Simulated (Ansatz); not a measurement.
**SiHF₂ radical: single points with varied inputs**

How do the results and run time of SiHF₂ radical respond when the settings are drawn wide?

The runs use Ansatz 0.2.0, Gaussian basis; the settings change from run to run.

### 1 The molecule

The structure was relaxed beforehand with PBE0-D4 in a triple-zeta def2 set.

SMILES `F[SiH]F`, 4 atoms, charge 0, spin multiplicity 2.

Atoms are counted from 1 here; the program's logs count them from 0.

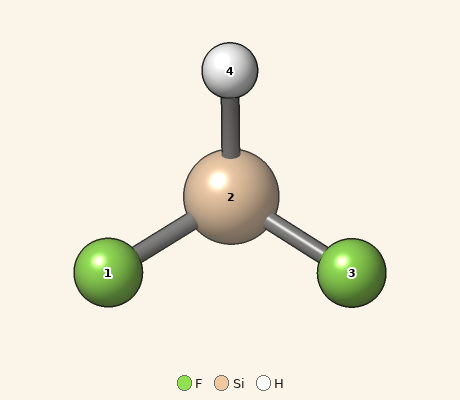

The structure; fluorine green, silicon light orange, hydrogen white; atoms are numbered from 1 in the order of the file.

### 2 wB97M-V/cc-pVTZ-DK

Set apart from the defaults: coordinates scaled by 0.92, density fitting with cc-pVTZ-jkfit.

in.yaml reads:

```yaml
crystal:
  periodic: [false, false, false]
  atoms:
    - {symbol: F, position_ang: [1.172432, 0.575435, -0.378783]}
    - {symbol: Si, position_ang: [-0.025360, -0.262484, -0.290881]}
    - {symbol: F, position_ang: [-1.180142, 0.635901, -0.228240]}
    - {symbol: H, position_ang: [0.033071, -0.948851, 0.897904]}
basis:
  gaussian: {orbitals: cc-pVTZ-DK, fitting: {mean_field: cc-pVTZ-jkfit}}
magnetization: {spin_polarized: true, initial_magnetization: 1}
hamiltonian: {xc: {name: wB97M-V}}
output: {forces: true}
```

On the command line:

```console
$ ansatz run in.yaml --threads 2 --pin off --events-out ev --progress --plain --max-ram 20480MiB --backend cpu
```

Output (excerpt; [...] marks lines left out):

```text
Functional definition: wB97M-V
  name "wB97M-V"
  cite "Mardirossian & Head-Gordon, J. Chem. Phys. 144, 214110 (2016) doi:10.1063/1.4952647"
  cite "Becke, J. Chem. Phys. 107, 8554 (1997) doi:10.1063/1.475007"
  cite "Vydrov & Van Voorhis, J. Chem. Phys. 133, 244103 (2010) doi:10.1063/1.3521275"
  # Of w^i u^j: cxij and so on, Table III.
[...]
  gx(w, u) = 1 - cx + cx01*u + cx10*w
  gss(w, u) = css00 + css04*u^4 + css10*w + css20*w^2 + css43*w^4*u^3
  gos(w, u) = cos00 + cos10*w + (cos20 + cos21*u)*w^2 + (cos60 + cos61*u)*w^6
[...]
      + integral(e_c_pw_mod_opposite_spin*gos(b97_w_opposite, b97_u_opposite)) + vv10(b, c)
309 factors; integrals over basis functions are off by at most 8.4e-1 eV
309 factors; integrals over basis functions are off by at most 6.2e-7 eV
[...]
mean field -13349.93750444 eV, -490.6011543756 hartree, gradient 1.8e-5 eV, S^2 0.750849; 0 other end points of the search recorded, 0 dependent functions left out
[...]
reference -13349.93753694 eV, -490.6011555697 hartree; 17, 16 occupied and 91, 92 virtual orbitals, 309 factors
Total energy: -13349.93753694 eV, -490.6011555697 hartree
Relativity: scalar
Atom 0 at     1.172432     0.575435    -0.378783 Å, force     6.050218     4.041930    -0.524310 eV/Å
Atom 1 at    -0.025360    -0.262484    -0.290881 Å, force    -0.306357    -6.951674    -1.995368 eV/Å
Atom 2 at    -1.180142     0.635901    -0.228240 Å, force    -5.852945     4.347864     0.237385 eV/Å
Atom 3 at     0.033071    -0.948851     0.897904 Å, force     0.109084    -1.438120     2.282293 eV/Å
Dipole moment:    -0.002307    -0.136740     0.018863 e Å
```

Wall time 5.5 s (2 threads of AMD EPYC 7R13, shared host).

Largest force 7.295 eV/Å, dipole 0.66 D, ⟨S²⟩ 0.751.

### 3 wPBEh/cc-pVTZ-DK

Set apart from the defaults: charge -1, multiplicity 1, the search for lower states set to off.

in.yaml reads:

```yaml
crystal:
  periodic: [false, false, false]
  atoms:
    - {symbol: F, position_ang: [1.274383, 0.625472, -0.411721]}
    - {symbol: Si, position_ang: [-0.027566, -0.285309, -0.316175]}
    - {symbol: F, position_ang: [-1.282764, 0.691196, -0.248087]}
    - {symbol: H, position_ang: [0.035946, -1.031360, 0.975983]}
basis:
  gaussian: {orbitals: cc-pVTZ-DK}
total_charge: -1
hamiltonian: {xc: {name: wPBEh}}
scf: {lower_state_search: off}
```

Launched as before.

Output (excerpt; [...] marks lines left out):

```text
Functional definition: wPBEh
  name "wPBEh"
  cite "Heyd, Scuseria & Ernzerhof, J. Chem. Phys. 118, 8207 (2003) doi:10.1063/1.1564060"
  cite "Krukau, Vydrov, Izmaylov & Scuseria, J. Chem. Phys. 125, 224106 (2006) doi:10.1063/1.2404663"
  cite "Heyd & Scuseria, J. Chem. Phys. 120, 7274 (2004) doi:10.1063/1.1668634"
  cite "Ernzerhof & Perdew, J. Chem. Phys. 109, 3313 (1998) doi:10.1063/1.476928"
  cite "Perdew, Burke & Ernzerhof, Phys. Rev. Lett. 77, 3865 (1996) doi:10.1103/PhysRevLett.77.3865"
  parent pbe
[...]
637 factors; their error is unknown
50 factors; integrals over basis functions are off by at most 6.7e-7 eV
[...]
mean field -13346.16961963 eV, -490.4626871626 hartree, gradient 5.0e-6 eV, S^2 0.000000; 0 other end points of the search recorded, 0 dependent functions left out
reference -13346.16964881 eV, -490.4626882349 hartree; 17, 17 occupied and 91, 91 virtual orbitals, 637 factors
Total energy: -13346.16964881 eV, -490.4626882349 hartree
Relativity: scalar
Checks for a lower state left out: stability, starts, cluster_reference, orbital_swaps, neighbouring_geometries, increment
```

It took 0.99 s on 2 threads of AMD EPYC 7R13, shared host.

### 4 LC-wPBE/def2-TZVPD

This run has atoms shaken by 0.15 Å.

in.yaml reads:

```yaml
crystal:
  periodic: [false, false, false]
  atoms:
    - {symbol: F, position_ang: [1.236051, 0.804508, -0.542970]}
    - {symbol: Si, position_ang: [-0.075366, -0.234448, -0.279121]}
    - {symbol: F, position_ang: [-1.204395, 0.528039, -0.334289]}
    - {symbol: H, position_ang: [-0.019246, -1.053428, 1.520282]}
basis:
  gaussian: {orbitals: def2-TZVPD}
magnetization: {spin_polarized: true, initial_magnetization: 1}
hamiltonian: {xc: {name: LC-wPBE}}
output: {forces: true}
```

The command is unchanged.

Output (excerpt; [...] marks lines left out):

```text
Functional definition: LC-wPBE
  name "LC-wPBE"
  cite "Vydrov & Scuseria, J. Chem. Phys. 125, 234109 (2006) doi:10.1063/1.2409292"
  cite "Heyd & Scuseria, J. Chem. Phys. 120, 7274 (2004) doi:10.1063/1.1668634"
  cite "Ernzerhof & Perdew, J. Chem. Phys. 109, 3313 (1998) doi:10.1063/1.476928"
  cite "Perdew, Burke & Ernzerhof, Phys. Rev. Lett. 77, 3865 (1996) doi:10.1103/PhysRevLett.77.3865"
  parent pbe
[...]
720 factors; their error is unknown
258 factors; integrals over basis functions are off by at most 3.6e-5 eV
[...]
mean field -13324.27478957 eV, -489.6580669990 hartree, gradient 6.7e-5 eV, S^2 0.780098; 0 other end points of the search recorded, 0 dependent functions left out
[...]
reference -13324.27478958 eV, -489.6580669993 hartree; 17, 16 occupied and 115, 116 virtual orbitals, 720 factors
Total energy: -13324.27478958 eV, -489.6580669993 hartree
Atom 0 at     1.236051     0.804508    -0.542970 Å, force    -1.784261    -1.409914     0.523587 eV/Å
Atom 1 at    -0.075366    -0.234448    -0.279121 Å, force    14.482430    -8.507528     2.554893 eV/Å
Atom 2 at    -1.204395     0.528039    -0.334289 Å, force   -12.744674     8.705311    -0.627486 eV/Å
Atom 3 at    -0.019246    -1.053428     1.520282 Å, force     0.046504     1.212131    -2.450994 eV/Å
Dipole moment:    -0.276204    -0.133946    -0.049152 e Å
```

It took 3.2 s on 2 threads of AMD EPYC 7R13, shared host.

Largest force 16.990 eV/Å, dipole 1.49 D, ⟨S²⟩ 0.780.

### 5 LC-wPBE/6-31++G**

Options: density fitting with def2-universal-jkfit.

in.yaml reads:

```yaml
crystal:
  periodic: [false, false, false]
  atoms:
    - {symbol: F, position_ang: [1.274383, 0.625472, -0.411721]}
    - {symbol: Si, position_ang: [-0.027566, -0.285309, -0.316175]}
    - {symbol: F, position_ang: [-1.282764, 0.691196, -0.248087]}
    - {symbol: H, position_ang: [0.035946, -1.031360, 0.975983]}
basis:
  gaussian: {orbitals: "6-31++G**", fitting: {mean_field: def2-universal-jkfit}}
magnetization: {spin_polarized: true, initial_magnetization: 1}
hamiltonian: {xc: {name: LC-wPBE}}
```

Same command.

Output (excerpt; [...] marks lines left out):

```text
Functional definition: LC-wPBE
  name "LC-wPBE"
  cite "Vydrov & Scuseria, J. Chem. Phys. 125, 234109 (2006) doi:10.1063/1.2409292"
  cite "Heyd & Scuseria, J. Chem. Phys. 120, 7274 (2004) doi:10.1063/1.1668634"
  cite "Ernzerhof & Perdew, J. Chem. Phys. 109, 3313 (1998) doi:10.1063/1.476928"
  cite "Perdew, Burke & Ernzerhof, Phys. Rev. Lett. 77, 3865 (1996) doi:10.1103/PhysRevLett.77.3865"
  parent pbe
[...]
300 factors; integrals over basis functions are off by at most 3.4e-1 eV
300 factors; integrals over basis functions are off by at most 4.8e-4 eV
[...]
mean field -13323.60333055 eV, -489.6333913351 hartree, gradient 4.9e-5 eV, S^2 0.752195; 0 other end points of the search recorded, 0 dependent functions left out
reference -13323.60333056 eV, -489.6333913355 hartree; 17, 16 occupied and 50, 51 virtual orbitals, 300 factors
Total energy: -13323.60333056 eV, -489.6333913355 hartree
```

Run time: 1.2 s. Hardware: 2 threads of AMD EPYC 7R13, shared host.

⟨S²⟩ 0.752.

### 6 revPBE0/cc-pVDZ

Options: a grid of angular degree 11, D4 dispersion, high accuracy.

in.yaml: that of step 5 with these lines changed.

```diff
@@ -8,4 +8,6 @@
 basis:
-  gaussian: {orbitals: "6-31++G**", fitting: {mean_field: def2-universal-jkfit}}
+  gaussian: {orbitals: cc-pVDZ, final_grid: {core_spheres: 5, valence_spheres: 4, degree: 11}}
 magnetization: {spin_polarized: true, initial_magnetization: 1}
-hamiltonian: {xc: {name: LC-wPBE}}
+hamiltonian: {xc: {name: revPBE0}, dispersion: d4}
+accuracy: high
+output: {forces: true}
```

Launched as before.

Output (excerpt; [...] marks lines left out):

```text
Functional definition: revPBE0
  name "revPBE0"
  cite "Zhang & Yang, Phys. Rev. Lett. 80, 890 (1998) doi:10.1103/PhysRevLett.80.890"
  cite "Adamo & Barone, J. Chem. Phys. 110, 6158 (1999) doi:10.1063/1.478522"
  cite "Perdew, Burke & Ernzerhof, Phys. Rev. Lett. 77, 3865 (1996) doi:10.1103/PhysRevLett.77.3865"
[...]
1050 factors; integrals over basis functions are off by at most 2.5e-9 eV
[...]
mean field -13324.66236637 eV, -489.6723101835 hartree, gradient 3.8e-8 eV, S^2 0.751988; 0 other end points of the search recorded, 0 dependent functions left out
[...]
reference -13324.66236886 eV, -489.6723102751 hartree; 17, 16 occupied and 34, 35 virtual orbitals, 1050 factors
Total energy: -13324.78240238 eV, -489.6767214255 hartree
Atom 0 at     1.274383     0.625472    -0.411721 Å, force     1.654153     1.229235    -0.135480 eV/Å
Atom 1 at    -0.027566    -0.285309    -0.316175 Å, force    -0.072599    -2.384165    -0.176922 eV/Å
Atom 2 at    -1.282764     0.691196    -0.248087 Å, force    -1.592863     1.312690     0.072299 eV/Å
Atom 3 at     0.035946    -1.031360     0.975983 Å, force     0.011310    -0.157760     0.240103 eV/Å
Dipole moment:    -0.007533    -0.302262     0.003677 e Å
```

Wall time 1.3 s (2 threads of AMD EPYC 7R13, shared host).

Largest force 2.392 eV/Å, dipole 1.45 D, ⟨S²⟩ 0.752.

### 7 B2PLYP/ANO-RCC-VTZP

in.yaml: that of step 6 with these lines changed.

```diff
@@ -8,6 +8,5 @@
 basis:
-  gaussian: {orbitals: cc-pVDZ, final_grid: {core_spheres: 5, valence_spheres: 4, degree: 11}}
+  gaussian: {orbitals: ANO-RCC-VTZP}
 magnetization: {spin_polarized: true, initial_magnetization: 1}
-hamiltonian: {xc: {name: revPBE0}, dispersion: d4}
-accuracy: high
+hamiltonian: {xc: {name: B2PLYP}}
 output: {forces: true}
```

The command is unchanged.

Output (excerpt; [...] marks lines left out):

```text
Functional definition: B2PLYP
  name "B2PLYP"
  cite "Grimme, J. Chem. Phys. 124, 034108 (2006) doi:10.1063/1.2148954"
  cite "Becke, Phys. Rev. A 38, 3098 (1988) doi:10.1103/PhysRevA.38.3098"
  cite "Lee, Yang & Parr, Phys. Rev. B 37, 785 (1988) doi:10.1103/PhysRevB.37.785"
[...]
657 factors; integrals over basis functions are off by at most 1.2e-3 eV
[...]
mean field -13342.57190789 eV, -490.3304736948 hartree, gradient 3.1e-6 eV, S^2 0.753390; 0 other end points of the search recorded, 0 dependent functions left out
7 core orbitals not correlated: weight in the atoms' cores, before any rotation towards them, 1.000 or more for the frozen orbitals, at most 0.000 for the correlated occupied ones
reference -13342.57206080 eV, -490.3304793144 hartree; 10, 9 occupied and 91, 92 virtual orbitals, 657 factors
second order -19.49353536 eV of doubles, -0.00000000 eV of singles
[...]
Total energy: -13347.83531535 eV, -490.5239003514 hartree
Relativity: scalar
Atom 0 at     1.274383     0.625472    -0.411721 Å, force     0.315745     0.230120    -0.025925 eV/Å
Atom 1 at    -0.027566    -0.285309    -0.316175 Å, force    -0.004993    -0.547153     0.141737 eV/Å
Atom 2 at    -1.282764     0.691196    -0.248087 Å, force    -0.304285     0.246057     0.013752 eV/Å
Atom 3 at     0.035946    -1.031360     0.975983 Å, force    -0.006467     0.070976    -0.129565 eV/Å
Dipole moment:    -0.005827    -0.295994     0.027823 e Å
```

It took 12 s on 2 threads of AMD EPYC 7R13, shared host.

Largest force 0.565 eV/Å, dipole 1.43 D, ⟨S²⟩ 0.753.

### 8 B97/STO-3G

Options: charge +1, multiplicity 1, unrestricted orbitals, atoms shaken by 0.15 Å, relativity set to none.

in.yaml reads:

```yaml
crystal:
  periodic: [false, false, false]
  atoms:
    - {symbol: F, position_ang: [1.654109, 0.446616, -0.299454]}
    - {symbol: Si, position_ang: [-0.167449, -0.450071, -0.125857]}
    - {symbol: F, position_ang: [-1.013484, 0.552190, -0.337316]}
    - {symbol: H, position_ang: [0.087184, -0.881632, 0.932186]}
basis:
  gaussian: {orbitals: STO-3G}
total_charge: 1
magnetization: {spin_polarized: true, initial_magnetization: 0}
hamiltonian: {xc: {name: B97}, pseudopotentials: {relativity: none}}
```

Same command.

Output (excerpt; [...] marks lines left out):

```text
Functional definition: B97
  name "B97"
  cite "Becke, J. Chem. Phys. 107, 8554 (1997) doi:10.1063/1.475007"
[...]
      + integral(e_c_pw_opposite_spin*poly(b97_u_opposite, cos0, cos1, cos2))
251 factors; integrals over basis functions are off by at most 2.3e-5 eV
[...]
mean field -13142.27299341 eV, -482.9696243551 hartree, gradient 1.1e-5 eV, S^2 0.365205; 4 other end points of the search recorded, 0 dependent functions left out
reference -13142.27300189 eV, -482.9696246670 hartree; 16, 16 occupied and 4, 4 virtual orbitals, 251 factors
Total energy: -13142.27300189 eV, -482.9696246670 hartree
```

It took 2.5 s on 2 threads of AMD EPYC 7R13, shared host.

⟨S²⟩ 0.365. The spin excess of 0.37 shows a contaminated determinant.

### 9 RPBE/cc-pVTZ

This run has atoms shaken by 0.15 Å, a grid of angular degree 23, D3(BJ) dispersion.

in.yaml reads:

```yaml
crystal:
  periodic: [false, false, false]
  atoms:
    - {symbol: F, position_ang: [1.115675, 0.480836, -0.579525]}
    - {symbol: Si, position_ang: [0.006317, -0.325774, -0.156723]}
    - {symbol: F, position_ang: [-1.190549, 0.555560, -0.235762]}
    - {symbol: H, position_ang: [0.090595, -0.823627, 0.856363]}
basis:
  gaussian: {orbitals: cc-pVTZ, final_grid: {core_spheres: 8, valence_spheres: 7, degree: 23}}
magnetization: {spin_polarized: true, initial_magnetization: 1}
hamiltonian: {xc: {name: RPBE}, dispersion: d3bj}
output: {forces: true}
```

The command is unchanged.

Output (excerpt; [...] marks lines left out):

```text
Functional definition: RPBE
  name "RPBE"
  cite "Hammer, Hansen & Nørskov, Phys. Rev. B 59, 7413 (1999) doi:10.1103/PhysRevB.59.7413"
  cite "Perdew, Burke & Ernzerhof, Phys. Rev. Lett. 77, 3865 (1996) doi:10.1103/PhysRevLett.77.3865"
[...]
627 factors; their error is unknown
[...]
mean field -13326.82949782 eV, -489.7519507955 hartree, gradient 2.4e-5 eV, S^2 0.751305; 0 other end points of the search recorded, 0 dependent functions left out
[...]
reference -13326.82952822 eV, -489.7519519126 hartree; 17, 16 occupied and 91, 92 virtual orbitals, 627 factors
Total energy: -13327.16799494 eV, -489.7643903350 hartree
Atom 0 at     1.115675     0.480836    -0.579525 Å, force     8.316504     5.624015    -2.617962 eV/Å
Atom 1 at     0.006317    -0.325774    -0.156723 Å, force    -4.215295    -3.254432   -10.861192 eV/Å
Atom 2 at    -1.190549     0.555560    -0.235762 Å, force    -5.434285     3.734368    -0.025030 eV/Å
Atom 3 at     0.090595    -0.823627     0.856363 Å, force     1.333076    -6.103951    13.504185 eV/Å
Dipole moment:     0.076715    -0.067870     0.178566 e Å
```

It took 1.1 s on 2 threads of AMD EPYC 7R13, shared host.

Largest force 14.879 eV/Å, dipole 0.99 D, ⟨S²⟩ 0.751.

### 10 wB97X/STO-3G

This run has charge -1, multiplicity 1.

in.yaml reads:

```yaml
crystal:
  periodic: [false, false, false]
  atoms:
    - {symbol: F, position_ang: [1.274383, 0.625472, -0.411721]}
    - {symbol: Si, position_ang: [-0.027566, -0.285309, -0.316175]}
    - {symbol: F, position_ang: [-1.282764, 0.691196, -0.248087]}
    - {symbol: H, position_ang: [0.035946, -1.031360, 0.975983]}
basis:
  gaussian: {orbitals: STO-3G}
total_charge: -1
hamiltonian: {xc: {name: wB97X}}
output: {forces: true}
```

The command is unchanged.

Output (excerpt; [...] marks lines left out):

```text
Functional definition: wB97X
  name "wB97X"
  cite "Chai & Head-Gordon, J. Chem. Phys. 128, 084106 (2008) doi:10.1063/1.2834918"
  cite "Becke, J. Chem. Phys. 107, 8554 (1997) doi:10.1063/1.475007"
[...]
  # The coefficients of nought are those of the uniform gas.
[...]
      + exact_x_lr(omega)
[...]
      + integral(e_c_pw_opposite_spin*poly(b97_u_opposite, 1, cos1, cos2, cos3, cos4))
248 factors; integrals over basis functions are off by at most 1.7e-5 eV
82 factors; integrals over basis functions are off by at most 7.8e-7 eV
[...]
mean field -13150.48708613 eV, -483.2714866951 hartree, gradient 4.4e-5 eV, S^2 0.000000; 0 other end points of the search recorded, 0 dependent functions left out
[...]
reference -13150.48707497 eV, -483.2714862849 hartree; 17, 17 occupied and 3, 3 virtual orbitals, 248 factors
Total energy: -13150.48707497 eV, -483.2714862849 hartree
Atom 0 at     1.274383     0.625472    -0.411721 Å, force     3.195394     3.571752     1.514895 eV/Å
Atom 1 at    -0.027566    -0.285309    -0.316175 Å, force    -0.566523    -8.756720    -5.336018 eV/Å
Atom 2 at    -1.282764     0.691196    -0.248087 Å, force    -2.789451     3.725575     1.897871 eV/Å
Atom 3 at     0.035946    -1.031360     0.975983 Å, force     0.160580     1.459392     1.923253 eV/Å
Dipole moment:     0.015016     0.426265     0.063442 e Å
```

Wall time 1 s (2 threads of AMD EPYC 7R13, shared host).

Largest force 10.270 eV/Å.

### 11 The runs in one table

```csv
level,charge,multiplicity,geometry,functions,energy (eV),time
wB97M-V/cc-pVTZ-DK,0,2,scaled,108,-13349.938,5.5 s
wPBEh/cc-pVTZ-DK,-1,1,relaxed,108,-13346.170,0.99 s
LC-wPBE/def2-TZVPD,0,2,shaken,132,-13324.275,3.2 s
LC-wPBE/6-31++G**,0,2,relaxed,67,-13323.603,1.2 s
revPBE0/cc-pVDZ,0,2,relaxed,51,-13324.782,1.3 s
B2PLYP/ANO-RCC-VTZP,0,2,relaxed,108,-13347.835,12 s
B97/STO-3G,1,1,shaken,20,-13142.273,2.5 s
RPBE/cc-pVTZ,0,2,shaken,108,-13327.168,1.1 s
wB97X/STO-3G,-1,1,relaxed,20,-13150.487,1 s
```

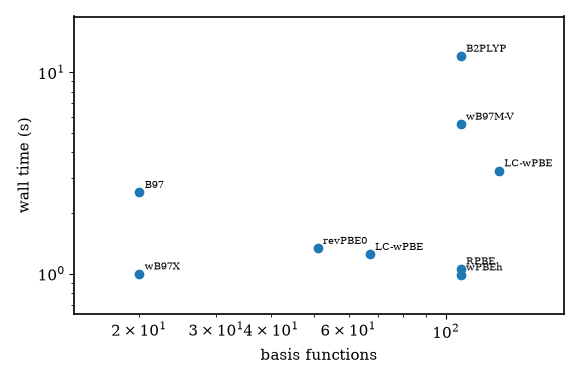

Wall time against the number of basis functions (shared host).

### 12 Outcome

```
                                         quantity                      value
                                             runs                          9
                                         quickest   wPBEh/cc-pVTZ-DK, 0.99 s
                                          slowest  B2PLYP/ANO-RCC-VTZP, 12 s
spread of total energies, same state and geometry                    24.2 eV
                  dipole, same state and geometry             1.43 to 1.45 D
```

What this shows: B2PLYP/ANO-RCC-VTZP took 12 times as long as wPBEh/cc-pVTZ-DK. The jobs differ in tasks and options as well as level. The totals spread over 24 eV; they can't be compared across methods or bases. Some of these runs are scalar-relativistic and others not, which shifts the totals of all-electron atoms past neon by eV; core potentials, where a basis has them, take the core out of the total altogether. At the PBE0-D4/def2-TZVP geometry and in the same state, runs without warnings or point charges leave forces up to 2.39 eV/Å (revPBE0/cc-pVDZ), against 17.0 eV/Å where the atoms were moved.
